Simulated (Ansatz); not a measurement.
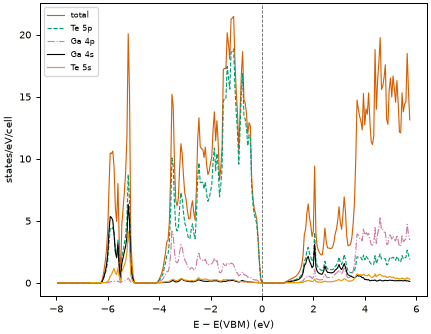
Figure: Total and projected density of states of SrGa₂Te₄ in space group Cccm (No. 66; Sr on 4b, Ga on 8l, Te on 8l, Te on 8k), r²SCAN (plane waves, PAW; program Ansatz)

**Question.** Which orbitals carry the states next to the gap?

**Answer.** Top 1 eV of the valence band: Te 5p 91 %. Bottom 1 eV of the conduction band: Te 5p 46 %, Ga 4s 35 %, Ga 4p 7 %, outside the projected shells 9 %. Projections are on Löwdin-orthogonalised atomic valence shells; empty p or d shells of many metals are not among them.

**Question.** Where is the tallest occupied peak in this window, and what makes it?

**Answer.** Near -1.1 eV, about 21 states/eV per cell; the largest projected share is Te 5p.

The workflow started from a Materials Project entry (that database holds measured and hypothetical structures alike); the Crystallography Open Database files this formula in space group No. 66, but the cells were not matched. Whether it is the stable phase at ambient conditions was not checked. The r²SCAN relaxation kept the symmetry of its start; its stability against distortions is not shown here. Spin–orbit coupling is left out wherever it is not named.

Potentials: the later of the program's two PAW sets.
